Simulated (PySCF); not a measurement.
**C₃H₇NSSi: geometry, spin-spin couplings**

Wanted: the spin-spin couplings of C₃H₇NSSi (`CS[Si@H](C)C#N`), by calculation.

Computed with PySCF 2.14.0, with density-fitted response routines of our own, on a single molecule in the gas phase. Atoms are numbered from 0 throughout.

## 1. The starting structure

13 atoms, charge 0, multiplicity 1; geometry from: GFN2-xTB. The atoms were then displaced at random by about 0.01 Å, so the start is not that level's minimum.

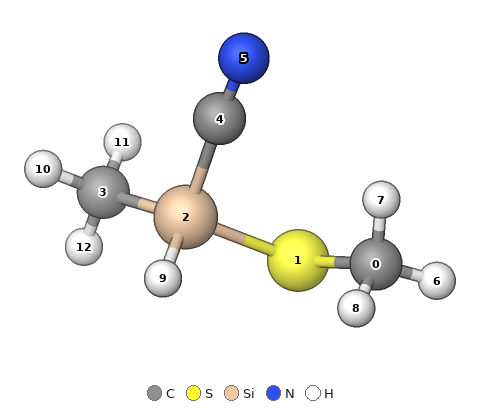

As it starts; carbon grey, sulfur yellow, silicon light orange, nitrogen blue, hydrogen white, atoms numbered; sticks join atoms by distance.

## 2. Optimising the geometry at PBE0-D3(BJ)/def2-SVP

The job: settings as JSON, then the geometry in Å.

```
{"job": {"xc": "PBE0", "basis": "def2-SVP", "d3": "d3bj", "grid": 1, "shake": 0.01, "kind": "geom"}, "charge": 0, "multiplicity": 1}
C      2.436670     0.210950    -0.181980
S      0.954090     0.182930    -1.278940
Si    -0.568650    -0.456770     0.108550
C     -2.203720    -0.300120    -0.713650
C     -0.436770     0.714160     1.559290
N     -0.308010     1.463070     2.434490
H      3.249580     0.604040    -0.787240
H      2.245160     0.914920     0.639860
H      2.636670    -0.757740     0.193170
H     -0.216540    -1.780110     0.655980
H     -3.035540    -0.617440    -0.025260
H     -2.432760     0.722090    -1.007970
H     -2.314360    -0.916850    -1.606610
```

On the command line:

```
$ OMP_NUM_THREADS=1 python probes_run.py task.json out
```

This one command runs all jobs of the session in turn.

Log:

```text
step   0  E = -860.18999102  max force = 0.028643
step   1  E = -860.19312515  max force = 0.007422
step   2  E = -860.19368032  max force = 0.003105
step   3  E = -860.19377805  max force = 0.000674
step   4  E = -860.19380071  max force = 0.000702
step   5  E = -860.19381016  max force = 0.000490
step   6  E = -860.19381254  max force = 0.000143
optimisation converged
```

It took 47 s on 1 thread of Arm Neoverse V1, shared host; peak memory 0.5 GiB.

Step by step:

| step | energy from step 0 (eV) | largest force component (eV/Å) |
| --- | --- | --- |
| 0 | 0.0000 | 1.4729 |
| 1 | -0.0853 | 0.3817 |
| 2 | -0.1004 | 0.1597 |
| 3 | -0.1031 | 0.0347 |
| 4 | -0.1037 | 0.0361 |
| 5 | -0.1039 | 0.0252 |
| 6 | -0.1040 | 0.0074 |

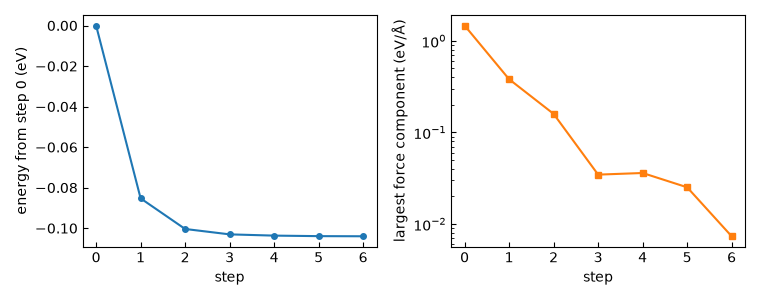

Energy and largest force along the relaxation.

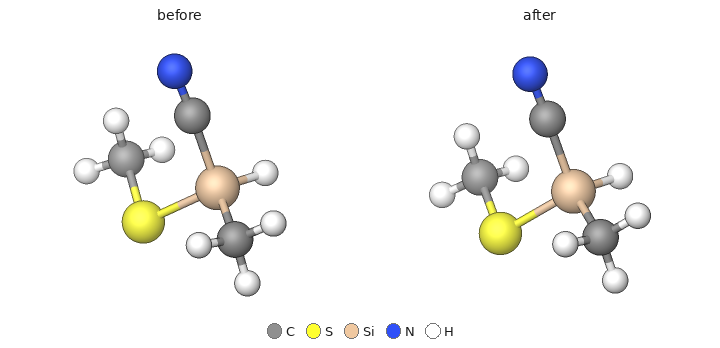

The geometry before (left) and after (right).

Close pairs (by a distance rule), those that changed most:

| bond | before (Å) | after (Å) | change (Å) |
| --- | --- | --- | --- |
| C0–H8 | 1.058 | 1.099 | +0.041 |
| S1–Si2 | 2.157 | 2.128 | -0.029 |
| C3–H10 | 1.125 | 1.100 | -0.025 |
| Si2–C3 | 1.837 | 1.861 | +0.024 |
| C0–S1 | 1.844 | 1.823 | -0.021 |
| Si2–H9 | 1.475 | 1.491 | +0.016 |
| C3–H11 | 1.088 | 1.100 | +0.012 |
| C0–H6 | 1.087 | 1.098 | +0.011 |

The next job starts from the end point, and lists it.

| at the end point | value |
| --- | --- |
| point group (found at 0.08 Å tolerance) | C1 |
| rotational constants (GHz, main isotopes) | 2.617, 1.872, 1.206 |
| dipole moment (D) | 2.91 |

## 3. Indirect couplings: B3LYP/cc-pVTZ

The job: settings as JSON, then the geometry in Å.

```
{"job": {"kind": "j", "xc": "B3LYP", "basis": "cc-pVTZ"}, "charge": 0, "multiplicity": 1}
C      2.379504     0.262105    -0.458545
S      0.800659     0.270175    -1.370865
Si    -0.513898    -0.406933     0.160047
C     -2.265817    -0.373797    -0.466465
C     -0.347587     0.764562     1.606600
N     -0.207507     1.503485     2.490225
H      3.149640     0.590712    -1.168586
H      2.349612     0.963693     0.386847
H      2.631189    -0.746882    -0.102778
H     -0.101322    -1.735327     0.697388
H     -2.960690    -0.702455     0.320900
H     -2.541831     0.645103    -0.775490
H     -2.373464    -1.045613    -1.331359
```

Method: B3LYP/cc-pVTZ indirect spin-spin coupling, non-relativistic, gas phase.

Log:

```text
coarse grid: 11912 points
cycle   1  E = -861.0595789815  dE =  3.400e-01  |g| = 5.286e-01  |ddm| = 7.244e+00
cycle   2  E = -860.9114903234  dE =  1.481e-01  |g| = 9.580e-01  |ddm| = 1.984e+00
cycle   3  E = -861.1129619561  dE = -2.015e-01  |g| = 2.746e-01  |ddm| = 1.254e+00
cycle   4  E = -861.1290718385  dE = -1.611e-02  |g| = 4.557e-02  |ddm| = 3.724e-01
cycle   5  E = -861.1295181244  dE = -4.463e-04  |g| = 1.293e-02  |ddm| = 7.802e-02
cycle   6  E = -861.1295646595  dE = -4.654e-05  |g| = 1.928e-03  |ddm| = 2.308e-02
cycle   7  E = -861.1295654740  dE = -8.145e-07  |g| = 8.312e-04  |ddm| = 4.456e-03
final grid: 105896 points
cycle   8  E = -861.1357136241  dE = -4.939e-05  |g| = 5.264e-03  |ddm| = 9.263e-02
cycle   9  E = -861.1357099452  dE =  3.679e-06  |g| = 6.455e-03  |ddm| = 2.018e-02
cycle  10  E = -861.1357201596  dE = -1.021e-05  |g| = 5.392e-04  |ddm| = 1.097e-02
cycle  11  E = -861.1357201949  dE = -3.538e-08  |g| = 4.383e-04  |ddm| = 1.170e-03
cycle  12  E = -861.1357202289  dE = -3.400e-08  |g| = 1.749e-04  |ddm| = 5.839e-04
cycle  13  E = -861.1357202361  dE = -7.164e-09  |g| = 2.945e-05  |ddm| = 2.349e-04
cycle  14  E = -861.1357202363  dE = -1.917e-10  |g| = 9.358e-06  |ddm| = 5.400e-05
converged SCF energy = -861.1357202363

Indirect spin-spin couplings (Hz)
  i      j    bonds     total        FC       PSO       DSO        SD
  0 C    1 S    1    -13.540   -15.459     1.886     0.033         -
  0 C    2 Si   2      1.298     0.980     0.260    -0.006     0.064
  0 C    3 C    3      1.760     1.875    -0.039    -0.076         -
  0 C    4 C    3      0.693     0.687    -0.037     0.043         -
  0 C    6 H    1    131.491   129.815     1.030     0.645         -
  0 C    7 H    1    136.655   135.051     0.915     0.689         -
  0 C    8 H    1    133.888   132.213     0.999     0.676         -
  0 C    9 H    3      1.543     1.520    -0.015     0.038         -
  0 C   10 H    4      0.722     0.865     0.146    -0.289         -
  0 C   11 H    4     -0.339    -0.185     0.095    -0.249         -
  0 C   12 H    4     -0.359    -0.196     0.097    -0.261         -
  1 S    2 Si   1     24.765    21.460     4.707    -0.019    -1.383
  1 S    3 C    2      3.053     3.210    -0.153    -0.004         -
  1 S    4 C    2      0.562     0.644    -0.086     0.004         -
  1 S    5 N    3      0.197     0.006     0.130     0.006     0.055
  1 S    6 H    2      7.027     6.530     0.534    -0.038         -
  1 S    7 H    2      0.765     0.480     0.329    -0.044         -
  1 S    8 H    2      0.681     0.410     0.321    -0.049         -
  1 S    9 H    2      1.984     2.190    -0.144    -0.062         -
  1 S   10 H    3      3.977     4.056     0.026    -0.105         -
  1 S   11 H    3      0.033    -0.013     0.041     0.005         -
  1 S   12 H    3     -0.041    -0.097     0.054     0.001         -
  2 Si   3 C    1    -46.687   -47.778     2.454    -0.091    -1.273
  2 Si   4 C    1    -54.280   -55.002     1.597    -0.140    -0.735
  2 Si   5 N    2     -3.489    -4.335     0.483    -0.031     0.394
  2 Si   6 H    3    -12.625   -12.720    -0.159     0.289    -0.035
  2 Si   7 H    3     -3.101    -3.221     0.118    -0.055     0.058
  2 Si   8 H    3     -2.866    -3.027     0.165    -0.067     0.063
  2 Si   9 H    1   -186.363  -186.825     0.889    -0.363    -0.064
  2 Si  10 H    2      5.221     5.159     0.163     0.075    -0.175
  2 Si  11 H    2      8.175     8.007     0.250     0.062    -0.144
  2 Si  12 H    2      4.864     4.751     0.244     0.066    -0.197
  3 C    4 C    2      3.900     3.934    -0.048     0.014         -
  3 C    5 N    3     -0.060    -0.101     0.004     0.024     0.013
  3 C    6 H    4      1.484     1.630     0.157    -0.303         -
  3 C    7 H    4     -0.334    -0.170     0.083    -0.247         -
  3 C    8 H    4     -0.340    -0.174     0.086    -0.252         -
  3 C    9 H    2      7.156     7.410     0.002    -0.255         -
  3 C   10 H    1    118.956   116.503     1.826     0.627         -
  3 C   11 H    1    120.048   117.641     1.759     0.648         -
  3 C   12 H    1    117.985   115.516     1.833     0.636         -
  4 C    5 N    1    -42.742   -37.868     1.044     0.006    -5.924
  4 C    6 H    4     -0.246    -0.204     0.133    -0.175         -
  4 C    7 H    4      0.424     0.289    -0.287     0.422         -
  4 C    8 H    4      0.212     0.181    -0.028     0.060         -
  4 C    9 H    2     14.808    14.876    -0.094     0.026         -
  4 C   10 H    3      0.139     0.092    -0.052     0.100         -
  4 C   11 H    3      0.396     0.342    -0.064     0.118         -
  4 C   12 H    3      7.413     7.537     0.196    -0.319         -
  5 N    9 H    3     -0.781    -0.632    -0.268     0.128    -0.009
  5 N   12 H    4     -0.157    -0.160    -0.152     0.144     0.011
  6 H    7 H    2    -11.564   -11.830     2.631    -2.365         -
  6 H    8 H    2    -11.560   -11.826     2.671    -2.405         -
  6 H    9 H    4     -0.570    -0.280     0.811    -1.101         -
  6 H   10 H    5      0.278     0.685     0.766    -1.173         -
  6 H   11 H    5     -0.517    -0.125     0.561    -0.953         -
  6 H   12 H    5     -0.530    -0.128     0.572    -0.974         -
  7 H    8 H    2     -7.731    -8.014     2.624    -2.341         -
  7 H   10 H    5     -0.495    -0.115     0.544    -0.924         -
  7 H   11 H    5     -0.250     0.058     0.307    -0.615         -
  7 H   12 H    5     -0.380     0.091     0.611    -1.082         -
  8 H    9 H    4      0.917     0.435    -0.776     1.257         -
  8 H   10 H    5     -0.510    -0.127     0.511    -0.894         -
  8 H   11 H    5     -0.356     0.114     0.611    -1.082         -
  8 H   12 H    5     -0.299     0.046     0.344    -0.689         -
  9 H   10 H    3      0.417     0.559     0.217    -0.359         -
  9 H   11 H    3      8.531     9.568     1.281    -2.319         -
  9 H   12 H    3     -0.213    -0.003     0.316    -0.526         -
 10 H   11 H    2    -12.382   -12.739     2.767    -2.410         -
 10 H   12 H    2    -12.494   -12.852     2.806    -2.448         -
 11 H   12 H    2    -12.191   -12.578     2.772    -2.385         -
```

Wall time 75 s (1 thread of Arm Neoverse V1, shared host); peak memory 1 GiB.

This basis has no tight s functions, so the Fermi-contact terms are rough.

A choice of the couplings up to four bonds, sorted by the number of bonds, with means over like pairs; isotopes 13C, 1H, 15N, 33S, 29Si:

| pair | bonds | J (Hz) | Fermi contact (Hz) | dihedral (°) |
| --- | --- | --- | --- | --- |
| Si2–H9 | 1 | -186.4 | -186.8 | – |
| C0–H6 | 1 | 134.0 | 132.4 | – |
| C3–H10 | 1 | 119.0 | 116.6 | – |
| Si2–C4 | 1 | -54.3 | -55.0 | – |
| Si2–C3 | 1 | -46.7 | -47.8 | – |
| C4–N5 | 1 | -42.7 | -37.9 | – |
| S1–Si2 | 1 | 24.8 | 21.5 | – |
| C0–S1 | 1 | -13.5 | -15.5 | – |
| C4–H9 | 2 | 14.8 | 14.9 | – |
| H10–H11 | 2 | -12.4 | -12.7 | – |
| H6–H7 | 2 | -10.3 | -10.6 | – |
| C3–H9 | 2 | 7.2 | 7.4 | – |
| Si2–H10 | 2 | 6.1 | 6.0 | – |
| C3–C4 | 2 | 3.9 | 3.9 | – |
| Si2–N5 | 2 | -3.5 | -4.3 | – |
| S1–C3 | 2 | 3.1 | 3.2 | – |
| S1–H6 | 2 | 2.8 | 2.5 | – |
| Si2–H6 | 3 | -6.2 | -6.3 | – |
| H9–H10 | 3 | 2.9 | 3.4 | – |
| C4–H10 | 3 | 2.6 | 2.7 | – |
| C0–C3 | 3 | 1.8 | 1.9 | 176 |
| C0–H9 | 3 | 1.5 | 1.5 | -58 |
| S1–H10 | 3 | 1.3 | 1.3 | – |

Means hide unlike values in this fixed geometry: S1–H6 from 0.7 to 7.0 Hz; Si2–H6 from -12.6 to -2.9 Hz; H9–H10 from -0.2 to 8.5 Hz. They hold only if the pairs exchange fast.

The spin-dipole term was solved for some atoms only; pairs without it lack that part.

The response was solved for the nuclei of C, H, N, Si alone, so couplings that need other nuclei can be missing.

Quadrupole couplings from the field gradients of the same density:

| atom | isotope | eQq/h (MHz) | η |
| --- | --- | --- | --- |
| S1 | 33S | 33.9 | 0.80 |
| N5 | 14N | -5.576 | 0.03 |

## 4. J couplings: B3LYP/6-31G*

Same as in step 3 but for these lines:

```diff
@@ -1,2 +1,2 @@
-{"job": {"kind": "j", "xc": "B3LYP", "basis": "cc-pVTZ"}, "charge": 0, "multiplicity": 1}
+{"job": {"kind": "j", "xc": "B3LYP", "basis": "6-31G*"}, "charge": 0, "multiplicity": 1}
 C      2.379504     0.262105    -0.458545
```

With the program's defaults for keys left out, this is: B3LYP/6-31G* indirect spin-spin coupling, non-relativistic, gas phase.

Log:

```text
coarse grid: 11912 points
cycle   1  E = -860.9966468282  dE =  3.707e-01  |g| = 5.041e-01  |ddm| = 3.446e+00
cycle   2  E = -860.8492823256  dE =  1.474e-01  |g| = 9.315e-01  |ddm| = 1.206e+00
cycle   3  E = -861.0520638414  dE = -2.028e-01  |g| = 2.492e-01  |ddm| = 7.829e-01
cycle   4  E = -861.0664039321  dE = -1.434e-02  |g| = 3.442e-02  |ddm| = 1.969e-01
cycle   5  E = -861.0666816742  dE = -2.777e-04  |g| = 9.589e-03  |ddm| = 4.056e-02
cycle   6  E = -861.0667087037  dE = -2.703e-05  |g| = 1.415e-03  |ddm| = 1.274e-02
cycle   7  E = -861.0667092525  dE = -5.488e-07  |g| = 4.438e-04  |ddm| = 2.161e-03
final grid: 105896 points
cycle   8  E = -860.9930089847  dE = -9.794e-06  |g| = 4.793e-03  |ddm| = 1.399e-02
cycle   9  E = -860.9930057594  dE =  3.225e-06  |g| = 6.002e-03  |ddm| = 9.108e-03
cycle  10  E = -860.9930150439  dE = -9.285e-06  |g| = 8.844e-04  |ddm| = 5.111e-03
cycle  11  E = -860.9930151970  dE = -1.531e-07  |g| = 3.665e-04  |ddm| = 8.104e-04
cycle  12  E = -860.9930152277  dE = -3.072e-08  |g| = 5.520e-05  |ddm| = 3.112e-04
cycle  13  E = -860.9930152285  dE = -8.044e-10  |g| = 2.120e-05  |ddm| = 7.985e-05
converged SCF energy = -860.9930152285

Indirect spin-spin couplings (Hz)
  i      j    bonds     total        FC       PSO       DSO        SD
  0 C    1 S    1     -7.683    -9.496     1.780     0.034         -
  0 C    2 Si   2      1.035     0.775     0.208    -0.007     0.059
  0 C    3 C    3      2.168     2.273    -0.029    -0.076         -
  0 C    4 C    3      0.621     0.604    -0.027     0.044         -
  0 C    6 H    1    151.666   150.266     0.696     0.704         -
  0 C    7 H    1    155.347   153.992     0.609     0.746         -
  0 C    8 H    1    152.425   151.012     0.679     0.734         -
  0 C    9 H    3      1.513     1.479    -0.008     0.041         -
  0 C   10 H    4      0.869     1.053     0.103    -0.286         -
  0 C   11 H    4     -0.371    -0.193     0.069    -0.247         -
  0 C   12 H    4     -0.391    -0.202     0.070    -0.259         -
  1 S    2 Si   1     15.832    12.436     4.728    -0.019    -1.313
  1 S    3 C    2      2.812     2.929    -0.113    -0.004         -
  1 S    4 C    2      0.276     0.332    -0.060     0.004         -
  1 S    5 N    3      0.142    -0.048     0.138     0.006     0.045
  1 S    6 H    2      5.436     5.068     0.402    -0.034         -
  1 S    7 H    2      0.197    -0.028     0.267    -0.041         -
  1 S    8 H    2      0.151    -0.056     0.254    -0.047         -
  1 S    9 H    2      1.865     1.998    -0.073    -0.060         -
  1 S   10 H    3      3.620     3.678     0.047    -0.104         -
  1 S   11 H    3      0.167     0.070     0.091     0.006         -
  1 S   12 H    3      0.086    -0.015     0.099     0.002         -
  2 Si   3 C    1    -64.779   -65.417     1.867    -0.091    -1.138
  2 Si   4 C    1    -59.851   -60.432     1.361    -0.142    -0.637
  2 Si   5 N    2     -3.062    -3.811     0.423    -0.030     0.356
  2 Si   6 H    3    -11.159   -11.287    -0.132     0.286    -0.026
  2 Si   7 H    3     -2.344    -2.448     0.097    -0.057     0.065
  2 Si   8 H    3     -2.139    -2.254     0.115    -0.069     0.070
  2 Si   9 H    1   -210.390  -210.716     1.194    -0.393    -0.474
  2 Si  10 H    2      5.076     4.944     0.210     0.069    -0.147
  2 Si  11 H    2      7.818     7.604     0.288     0.056    -0.130
  2 Si  12 H    2      4.582     4.520     0.174     0.060    -0.172
  3 C    4 C    2      3.474     3.491    -0.032     0.014         -
  3 C    5 N    3     -0.516    -0.560     0.012     0.024     0.009
  3 C    6 H    4      1.473     1.665     0.109    -0.302         -
  3 C    7 H    4     -0.365    -0.178     0.058    -0.246         -
  3 C    8 H    4     -0.371    -0.180     0.060    -0.251         -
  3 C    9 H    2      6.620     6.871    -0.003    -0.248         -
  3 C   10 H    1    140.937   138.897     1.351     0.690         -
  3 C   11 H    1    143.283   141.274     1.300     0.709         -
  3 C   12 H    1    140.011   137.955     1.356     0.699         -
  4 C    5 N    1    -15.077   -11.967     1.958    -0.005    -5.064
  4 C    6 H    4     -0.285    -0.196     0.082    -0.171         -
  4 C    7 H    4      0.630     0.400    -0.190     0.420         -
  4 C    8 H    4      0.259     0.227    -0.030     0.062         -
  4 C    9 H    2     12.683    12.760    -0.113     0.036         -
  4 C   10 H    3      0.086     0.034    -0.052     0.104         -
  4 C   11 H    3      0.282     0.220    -0.060     0.121         -
  4 C   12 H    3      7.036     7.229     0.120    -0.314         -
  5 N    9 H    3     -1.269    -1.208    -0.185     0.124    -0.001
  5 N   12 H    4     -0.201    -0.261    -0.095     0.142     0.014
  6 H    7 H    2    -15.408   -14.609     1.444    -2.243         -
  6 H    8 H    2    -15.360   -14.550     1.474    -2.284         -
  6 H    9 H    4     -0.832    -0.252     0.504    -1.083         -
  6 H   11 H    5     -0.726    -0.136     0.354    -0.945         -
  6 H   12 H    5     -0.744    -0.139     0.360    -0.965         -
  7 H    8 H    2    -11.809   -11.052     1.459    -2.216         -
  7 H   10 H    5     -0.689    -0.126     0.353    -0.916         -
  7 H   11 H    5     -0.374     0.055     0.180    -0.609         -
  7 H   12 H    5     -0.590     0.100     0.381    -1.072         -
  8 H    9 H    4      1.196     0.491    -0.551     1.257         -
  8 H   10 H    5     -0.698    -0.137     0.325    -0.886         -
  8 H   11 H    5     -0.571     0.116     0.385    -1.072         -
  8 H   12 H    5     -0.446     0.038     0.198    -0.681         -
  9 H   10 H    3      0.329     0.623     0.034    -0.329         -
  9 H   11 H    3      8.428     9.932     0.780    -2.284         -
  9 H   12 H    3     -0.324     0.072     0.100    -0.496         -
 10 H   11 H    2    -16.378   -15.649     1.563    -2.292         -
 10 H   12 H    2    -16.570   -15.843     1.603    -2.330         -
 11 H   12 H    2    -16.207   -15.517     1.577    -2.268         -
```

It took 16 s on 1 thread of Arm Neoverse V1, shared host; peak memory 0.65 GiB.

The basis is not made for couplings: without tight functions at the nuclei these values are rough.

In short: J(Si2,H9) -210.4 Hz, J(C0,H6) 153.1 Hz, J(C3,H10) 141.4 Hz (means over like pairs).

## 5. Comparing the runs: spin-spin couplings

Couplings (Hz), each a mean over the pairs like the one named, with basis size and wall time:

| run | Si2–H9 | C0–H6 | C3–H10 | Si2–C4 | Si2–C3 | C4–N5 | S1–Si2 | functions | time |
| --- | --- | --- | --- | --- | --- | --- | --- | --- | --- |
| B3LYP/cc-pVTZ | -186.4 | 134.0 | 119.0 | -54.3 | -46.7 | -42.7 | 24.8 | 286 | 75 s |
| B3LYP/6-31G* | -210.4 | 153.1 | 141.4 | -59.9 | -64.8 | -15.1 | 15.8 | 106 | 16 s |

## 6. What came out

| quantity | value |
| --- | --- |
| point group | C1 |
| rotational constants (main isotopes) | 2.62, 1.87, 1.21 GHz |
| largest coupling of the table (B3LYP/cc-pVTZ) | 1J(Si,H) Si2–H9, -186.4 Hz |
| range of J(Si2,H9), mean over like pairs | -210.4 to -186.4 Hz |

In words: The start of the PBE0/def2-SVP relaxation was shaken at random by about 0.01 Å, so part of the energy gained, and of the first lengths quoted, undoes that. The optimisation took 6 steps and gained 0.104 eV; among the close pairs (by a distance rule), C0–H8 changed most, from 1.058 to 1.099 Å. No frequency check was run at this level, so the end point may be a saddle. Of the pairs tabulated at B3LYP/cc-pVTZ, Si2–H9 couples most strongly (-186.4 Hz; Fermi contact -186.8 Hz). Couplings across rotatable bonds belong to this one conformer; where others are populated, the observed values are averages. The coupling Si2–H9, as a mean over pairs of its kind, runs from -210.4 Hz (B3LYP/6-31G*) to -186.4 Hz (B3LYP/cc-pVTZ). Couplings from bases without tight functions are rough.
